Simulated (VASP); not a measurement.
# ZrW: structure and properties in VASP, part 2 of 5

What structure does ZrW take at this level, and what are its properties? The cell is invented: it takes the structure of a Materials Project entry for MoRu (space group 187 there), with all of its atoms replaced by other elements, volume scaled by an estimate. It may not be a known or stable phase.

VASP 6.6.1, plane waves and PAW; the level of theory is named at each step.

Still holding for the runs below: The k-mesh is coarse for a metal.

So far. Step 2 (Full relaxation (LDA)): It ends with forces that vanish by symmetry and a pressure of 0.02 GPa. The relaxed cell has a = 2.810, c = 5.222 Å (conventional setting).

## (3) Second relaxation

Level of this step: LDA; plane waves and PAW (W, Zr_sv); invented cell (VASP).

The basis stayed that of the start cell while the cell moved. A rerun from the cell reached resets it; the error of the finite cutoff stays. The mesh changes with the cell too.

INCAR

```
SYSTEM = ZrW
PREC = Accurate
ENCUT = 400
EDIFF = 1E-06
NELM = 100
ISMEAR = -1
SIGMA = 0.05
LREAL = .FALSE.
ALGO = Normal
GGA = CA
NBANDS = 15
LORBIT = 11
LWAVE = .FALSE.
LCHARG = .FALSE.
IBRION = 2
NSW = 60
ISIF = 3
EDIFFG = -0.01
```

POSCAR

```
ZrW
1.0
    2.8104069510      0.0000000489      0.0000000000
   -1.4052038886      2.4338842363      0.0000000000
    0.0000000000      0.0000000000      5.2221435420
W Zr
1 1
Direct
    0.3333333300      0.6666666700      0.0000000000
    0.0000000000      0.0000000000      0.5000000000
```

KPOINTS

```
Automatic mesh
0
Gamma
11 11 5
0 0 0
```

PAW data sets: W and Zr_sv (LDA family, release 64).

Run with:

```
mpirun -np 1 vasp_std
```

What it wrote:

```text
[... set-up lines as in an earlier step ...]
 entering main loop
       N       E                     dE             d eps       ncg     rms          rms(c)
DAV:   1     0.926033517616E+02    0.92603E+02   -0.81972E+03  1440   0.944E+02
DAV:   2    -0.171694902377E+02   -0.10977E+03   -0.10591E+03  1839   0.278E+02
DAV:   3    -0.235377536799E+02   -0.63683E+01   -0.62915E+01  2479   0.518E+01
DAV:   4    -0.236558660143E+02   -0.11811E+00   -0.11799E+00  1679   0.654E+00
DAV:   5    -0.236602680812E+02   -0.44021E-02   -0.44020E-02  2147   0.813E-01    0.244E+01
DAV:   6    -0.230945250271E+02    0.56574E+00   -0.30527E+00  2049   0.944E+00    0.100E+01
DAV:   7    -0.230819263179E+02    0.12599E-01   -0.46054E+00  1949   0.107E+01    0.714E+00
DAV:   8    -0.225789592219E+02    0.50297E+00   -0.14630E+00  1936   0.610E+00    0.831E-01
DAV:   9    -0.225829159905E+02   -0.39568E-02   -0.55636E-02  1475   0.162E+00    0.258E-01
DAV:  10    -0.225825362284E+02    0.37976E-03   -0.18223E-03  1945   0.306E-01    0.939E-02
DAV:  11    -0.225824909384E+02    0.45290E-04   -0.19341E-04  1893   0.103E-01    0.373E-02
DAV:  12    -0.225824888745E+02    0.20638E-05   -0.71673E-06  1631   0.256E-02    0.192E-02
DAV:  13    -0.225824879761E+02    0.89846E-06   -0.94176E-07   959   0.814E-03
   1 F= -.22582488E+02 E0= -.22570727E+02  d E =-.225825E+02
 curvature:   0.00 expect dE= 0.000E+00 dE for cont linesearch  0.000E+00
 trial: gam= 0.00000 g(F)=  0.578E-46 g(S)=  0.158E-02 ort = 0.000E+00 (trialstep = 0.100E+01)
 search vector abs. value=  0.158E-02
 bond charge predicted
       N       E                     dE             d eps       ncg     rms          rms(c)
DAV:   1    -0.225898182983E+02   -0.73294E-02   -0.30043E-01  1448   0.478E+00    0.777E-01
DAV:   2    -0.225843308470E+02    0.54875E-02   -0.11739E-02  1818   0.887E-01    0.286E-01
DAV:   3    -0.225836713510E+02    0.65950E-03   -0.76978E-03  2168   0.611E-01    0.196E-01
DAV:   4    -0.225826705811E+02    0.10008E-02   -0.24303E-03  1941   0.308E-01    0.981E-02
DAV:   5    -0.225827209538E+02   -0.50373E-04   -0.93933E-05  1700   0.710E-02    0.360E-02
DAV:   6    -0.225827303987E+02   -0.94448E-05   -0.59386E-05  2203   0.440E-02    0.772E-03
DAV:   7    -0.225827302801E+02    0.11852E-06   -0.11009E-06  1121   0.806E-03
   2 F= -.22582730E+02 E0= -.22571328E+02  d E =-.242304E-03
[...]
3 F= -.22582942E+02 E0= -.22571396E+02  d E =-.454419E-03
[...]
4 F= -.22582934E+02 E0= -.22571409E+02  d E =0.852677E-05
 trial-energy change:    0.000009  1 .order    0.000008   -0.000265    0.000282
 step:   0.4452(harm=  0.4452)  dis= 0.00000  next Energy=   -22.583007 (dE=-0.643E-04)
 bond charge predicted
       N       E                     dE             d eps       ncg     rms          rms(c)
DAV:   1    -0.225835645542E+02   -0.63070E-03   -0.16315E-02  1440   0.114E+00    0.205E-01
DAV:   2    -0.225833336835E+02    0.23087E-03   -0.26925E-03  1885   0.404E-01    0.108E-01
DAV:   3    -0.225830409084E+02    0.29278E-03   -0.10111E-03  1869   0.167E-01    0.398E-02
DAV:   4    -0.225829980805E+02    0.42828E-04   -0.18063E-04  2068   0.104E-01    0.299E-02
DAV:   5    -0.225830036654E+02   -0.55849E-05   -0.82136E-06  1921   0.206E-02    0.129E-02
DAV:   6    -0.225830063535E+02   -0.26881E-05   -0.10797E-05  2062   0.165E-02    0.327E-03
DAV:   7    -0.225830064181E+02   -0.64622E-07   -0.14597E-07   741   0.329E-03
   5 F= -.22583006E+02 E0= -.22571471E+02  d E =-.640227E-04
 curvature:  -0.26 expect dE=-0.452E-06 dE for cont linesearch -0.469E-09
 trial: gam= 0.03497 g(F)=  0.636E-46 g(S)=  0.177E-05 ort =-0.780E-06 (trialstep = 0.823E+00)
 search vector abs. value=  0.212E-05
 reached required accuracy - stopping structural energy minimisation
```

Elapsed: 71 s, on 1 MPI rank of AMD EPYC 7R43, shared host; peak memory 0.1 GiB.

Parts of OUTCAR (step 3):

```text
  LATTYP: Found a hexagonal cell.
 ALAT       =     2.8104069510
 C/A-ratio  =     1.8581449708

The static configuration has the point symmetry D_3h.

 Found     48 irreducible k-points:

   k-points           NKPTS =     48   k-points in BZ     NKDIM =     48   number of bands    NBANDS=     15

   dimension x,y,z NGX =    18 NGY =   18 NGZ =   36
   dimension x,y,z NGXF=    36 NGYF=   36 NGZF=   72

   ENCUT  =  400.0 eV  29.40 Ry    5.42 a.u.   4.58  4.58  8.52*2*pi/ulx,y,z

   NELECT =      18.0000    total number of electrons

 E-fermi :   9.1040

 k-point     1 :       0.0000    0.0000    0.0000
  band No.  band energies     occupation
    ...
      5       1.4526      2.00000
      6       4.8862      2.00000
      7       7.9399      2.00000
      8       8.9233      1.94751
      9       8.9233      1.94750
     10       9.4162      0.00387
     11      10.6410      0.00000
     12      10.6410      0.00000
     13      11.7062      0.00000
     14      11.7062      0.00000
    ...

 k-point     2 :       0.0909    0.0000    0.0000
  band No.  band energies     occupation
    ...
      5       1.7873      2.00000
      6       5.2238      2.00000
      7       8.0668      2.00000
      8       8.7235      1.99901
      9       8.8697      1.98172
     10       9.2331      0.14052
     11      10.2742      0.00000
     12      10.9865      0.00000
     13      11.4369      0.00000
     14      11.5109      0.00000
    ...

  Total       -0.0060359     -0.0060359      0.0006182      0.0000000     -0.0000000     -0.0000000
  in kB       -0.2710851     -0.2710852      0.0277626      0.0000000     -0.0000000     -0.0000000
  external PRESSURE =      -0.1714692 kB  Pullay stress =       0.0000000 kB

  energy-cutoff  :      400.00
  volume of cell :       35.67
      direct lattice vectors                 reciprocal lattice vectors
     2.804340362  0.000000050 -0.000000000     0.356590093  0.205877411 -0.000000000
    -1.402170592  2.428630413 -0.000000000    -0.000000007  0.411754701 -0.000000000
    -0.000000000  0.000000000  5.237905767     0.000000000  0.000000000  0.190915997

 POSITION                                       TOTAL-FORCE (eV/Angst)
 -----------------------------------------------------------------------------------
     -0.00000      1.61909     -0.00000        -0.000000     -0.000000     -0.000000
      0.00000      0.00000      2.61895         0.000000      0.000000      0.000000
 -----------------------------------------------------------------------------------
    total drift:                                0.000000     -0.000000      0.000000

  FREE ENERGIE OF THE ION-ELECTRON SYSTEM (eV)
  ---------------------------------------------------
  free  energy   TOTEN  =       -22.5830064181 eV

  energy  without entropy=      -22.5599356462  energy(sigma->0) =      -22.57147103

 total charge
# of ion       s       p       d       tot
------------------------------------------
    1        0.689   0.552   4.093   5.334
    2        2.255   5.964   1.997  10.216
--------------------------------------------------
tot          2.944   6.516   6.090  15.550

[... 2 parts as in an earlier step ...]

[... 7 further parts left out ...]
```

CONTCAR:

```
ZrW
   1.00000000000000
     2.8043403618270673    0.0000000497193321   -0.0000000000000000
    -1.4021705923208321    2.4286304126610463   -0.0000000000000000
    -0.0000000000000000    0.0000000000000000    5.2379057669441877
  W               Zr
     1     1
Direct
     0.3333333300000021    0.6666666699999979    0.0000000000000000
     0.0000000000000000    0.0000000000000000    0.5000000000000000
```

Relaxation path:

| step | energy less that of the first step (eV) | largest force (eV/Å) | pressure (GPa) | volume (Å³) |
| --- | --- | --- | --- | --- |
| 1 | 0.0000 | 0.0000 | -0.29 | 35.72 |
| 2 | -0.0002 | 0.0000 | 0.64 | 35.55 |
| 3 | -0.0005 | 0.0000 | 0.25 | 35.62 |
| 4 | -0.0004 | 0.0000 | -0.29 | 35.73 |
| 5 | -0.0005 | 0.0000 | -0.02 | 35.67 |

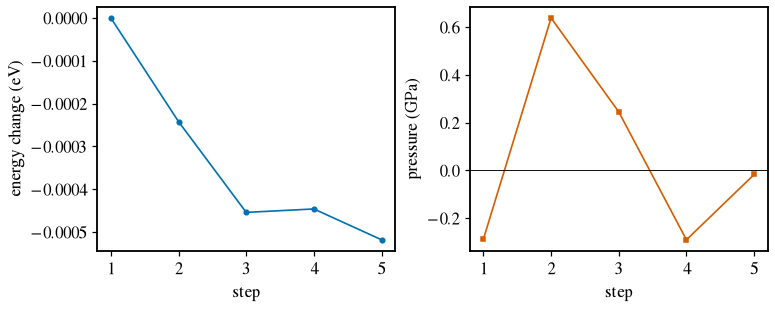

Energy and pressure along the relaxation.

| conventional cell, symmetrised | before | after | change |
| --- | --- | --- | --- |
| a (Å) | 2.810 | 2.804 | -0.2 % |
| b (Å) | 2.810 | 2.804 | -0.2 % |
| c (Å) | 5.222 | 5.238 | +0.3 % |
| volume (Å³/atom) | 17.86 | 17.84 | -0.1 % |

Final coordinates:

```xyz
2
Lattice="2.8043 0.0000 0.0000 -1.4022 2.4286 0.0000 0.0000 0.0000 5.2379" Properties=species:S:1:pos:R:3 pbc="T T T"
W     0.0000    1.6191    0.0000
Zr    0.0000    0.0000    2.6190
```

Numbers from this step:

| Quantity | Value |
| --- | --- |
| irreducible k-points | 48 |
| free energy (TOTEN) | -22.58 eV |
| energy at zero smearing | -22.57 eV |
| Fermi energy | 9.104 eV |
| pressure | -0.01715 GPa |
| SCF cycles over all ionic steps | 41 |

It ends with forces that vanish by symmetry and a pressure of -0.02 GPa. The volume moved by only 0.13 %, so the volume is settled.

## (4) Density, ELF and potential (LDA)

A single point on the relaxed cell gives a clean self-consistent state, with density, ELF and potential written out.

Changes to INCAR since step 3:

```diff
@@ -13,6 +13,5 @@
 LWAVE = .FALSE.
-LCHARG = .FALSE.
-IBRION = 2
-NSW = 60
-ISIF = 3
-EDIFFG = -0.01
+LCHARG = .TRUE.
+ISIF = 2
+LELF = .TRUE.
+LVHAR = .TRUE.
```

POSCAR

```
ZrW
1.0
    2.8043403618      0.0000000497      0.0000000000
   -1.4021705923      2.4286304127      0.0000000000
    0.0000000000      0.0000000000      5.2379057669
W Zr
1 1
Direct
    0.3333333300      0.6666666700      0.0000000000
    0.0000000000      0.0000000000      0.5000000000
```

KPOINTS is that of step 3.

Run with:

```
mpirun -np 1 vasp_std
```

What it wrote:

```text
[... set-up lines as in an earlier step ...]
 entering main loop
       N       E                     dE             d eps       ncg     rms          rms(c)
DAV:   1     0.934814919624E+02    0.93481E+02   -0.81965E+03  1440   0.946E+02
DAV:   2    -0.169680771300E+02   -0.11045E+03   -0.10651E+03  1881   0.279E+02
DAV:   3    -0.235702731203E+02   -0.66022E+01   -0.64996E+01  2587   0.519E+01
DAV:   4    -0.236586960895E+02   -0.88423E-01   -0.88310E-01  1693   0.571E+00
DAV:   5    -0.236602284601E+02   -0.15324E-02   -0.15322E-02  2061   0.601E-01    0.245E+01
DAV:   6    -0.230951919839E+02    0.56504E+00   -0.30893E+00  2050   0.949E+00    0.101E+01
DAV:   7    -0.230832691878E+02    0.11923E-01   -0.46148E+00  1957   0.107E+01    0.718E+00
DAV:   8    -0.225795172622E+02    0.50375E+00   -0.14765E+00  1946   0.614E+00    0.817E-01
DAV:   9    -0.225833951484E+02   -0.38779E-02   -0.54517E-02  1461   0.161E+00    0.258E-01
DAV:  10    -0.225830184011E+02    0.37675E-03   -0.17137E-03  1938   0.303E-01    0.891E-02
DAV:  11    -0.225829703244E+02    0.48077E-04   -0.20627E-04  1861   0.107E-01    0.424E-02
DAV:  12    -0.225829684277E+02    0.18967E-05   -0.64629E-06  1688   0.248E-02    0.215E-02
DAV:  13    -0.225829673753E+02    0.10524E-05   -0.11342E-06   944   0.923E-03    0.596E-03
DAV:  14    -0.225829673425E+02    0.32746E-07   -0.25953E-07   776   0.449E-03
   1 F= -.22582967E+02 E0= -.22571432E+02  d E =-.230705E-01
```

It took 22 s on 1 MPI rank; peak memory 0.1 GiB.

From OUTCAR (step 4):

```text
  LATTYP: Found a hexagonal cell.
 ALAT       =     2.8043403618
 C/A-ratio  =     1.8677853224

The static configuration has the point symmetry D_3h.

 Found     48 irreducible k-points:

   ENCUT  =  400.0 eV  29.40 Ry    5.42 a.u.   4.57  4.57  8.54*2*pi/ulx,y,z

   NELECT =      18.0000    total number of electrons

 E-fermi :   9.1040

 k-point     1 :       0.0000    0.0000    0.0000
  band No.  band energies     occupation
    ...
      5       1.4526      2.00000
      6       4.8862      2.00000
      7       7.9399      2.00000
      8       8.9233      1.94752
      9       8.9233      1.94751
     10       9.4162      0.00387
     11      10.6410      0.00000
     12      10.6410      0.00000
     13      11.7061      0.00000
     14      11.7061      0.00000
    ...

 k-point     2 :       0.0909    0.0000    0.0000
  band No.  band energies     occupation
    ...
      5       1.7873      2.00000
      6       5.2238      2.00000
      7       8.0668      2.00000
      8       8.7235      1.99901
      9       8.8697      1.98172
     10       9.2331      0.14054
     11      10.2742      0.00000
     12      10.9865      0.00000
     13      11.4369      0.00000
     14      11.5108      0.00000
    ...

  Total       -0.0068923     -0.0068923      0.0013376      0.0000000      0.0000000     -0.0000000
  in kB       -0.3095455     -0.3095456      0.0600758      0.0000000      0.0000000     -0.0000000
  external PRESSURE =      -0.1863384 kB  Pullay stress =       0.0000000 kB

  energy-cutoff  :      400.00
  volume of cell :       35.67
      direct lattice vectors                 reciprocal lattice vectors
     2.804340362  0.000000050  0.000000000     0.356590093  0.205877411  0.000000000
    -1.402170592  2.428630413  0.000000000    -0.000000007  0.411754701  0.000000000
     0.000000000  0.000000000  5.237905767     0.000000000  0.000000000  0.190915997

 POSITION                                       TOTAL-FORCE (eV/Angst)
 -----------------------------------------------------------------------------------
     -0.00000      1.61909      0.00000         0.000000      0.000000      0.000000
      0.00000      0.00000      2.61895        -0.000000     -0.000000      0.000000
 -----------------------------------------------------------------------------------
    total drift:                                0.000000     -0.000000      0.000000

  FREE ENERGIE OF THE ION-ELECTRON SYSTEM (eV)
  ---------------------------------------------------
  free  energy   TOTEN  =       -22.5829673425 eV

  energy  without entropy=      -22.5598968586  energy(sigma->0) =      -22.57143210

[... 4 parts as in an earlier step ...]

[... 7 further parts left out ...]
```

This step gave:

| Quantity | Value |
| --- | --- |
| SCF cycles | 14 |
| pressure | -0.01863 GPa |

Valence electrons inside each PAW sphere by angular momentum. Sphere charges, by row:

| atom | s (e) | p (e) | d (e) | tot (e) |
| --- | --- | --- | --- | --- |
| W1 | 0.689 | 0.552 | 4.093 | 5.334 |
| Zr2 | 2.255 | 5.964 | 1.997 | 10.22 |

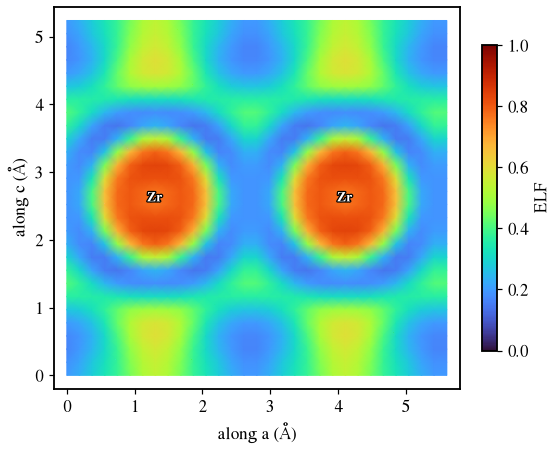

ELF in the ac plane at fractional y = 0.000, with atoms of Zr within 0.2 Å of it. It is the smooth field of the valence electrons, not physical close to the nuclei. The map starts off the cell's origin, so that atoms lie inside it.

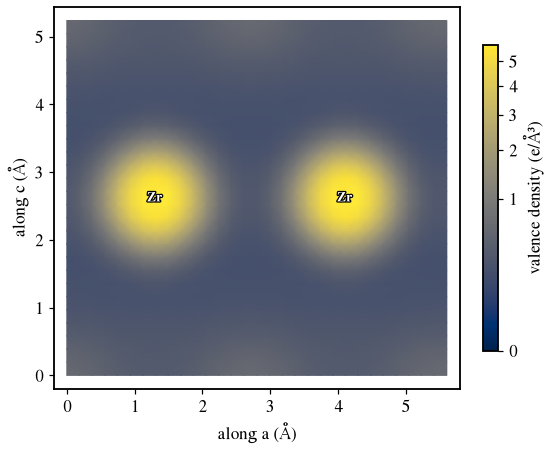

Valence density in the ac plane at fractional y = 0.000, with atoms of Zr within 0.2 Å of it. It is the smooth field of the valence electrons, not physical close to the nuclei. The map starts off the cell's origin, so that atoms lie inside it. The colour scale is stretched toward low values.

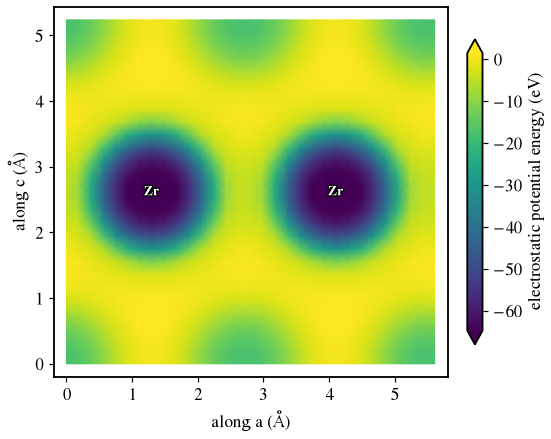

Electrostatic potential energy in the ac plane at fractional y = 0.000, with atoms of Zr within 0.2 Å of it. With pseudopotentials it is smooth inside the atoms' cores, unlike the true potential. The map starts off the cell's origin, so that atoms lie inside it.

In this run the pressure is -0.02 GPa, small enough to go on.

[end of part 2 of 5]

[Lines on the potential files, build, host, timing and source positions are cut from VASP's logs without a mark.]

[Logs are printed without paths, hosts, clocks, repeated set-up lines and the standing remarks that a program may print on its own settings, such as how far it seeks lower states.]

[Hosts, paths, dates, database ids (printed as entryN), source tags and the programs' standing remarks are cut or masked in the printed files.]

[A measured line is paired with the nearest computed mode of its activity, which favours agreement.]

[In band tables of VASP the shares of atoms and orbitals are scaled to a sum of 1 inside the atoms' spheres.]
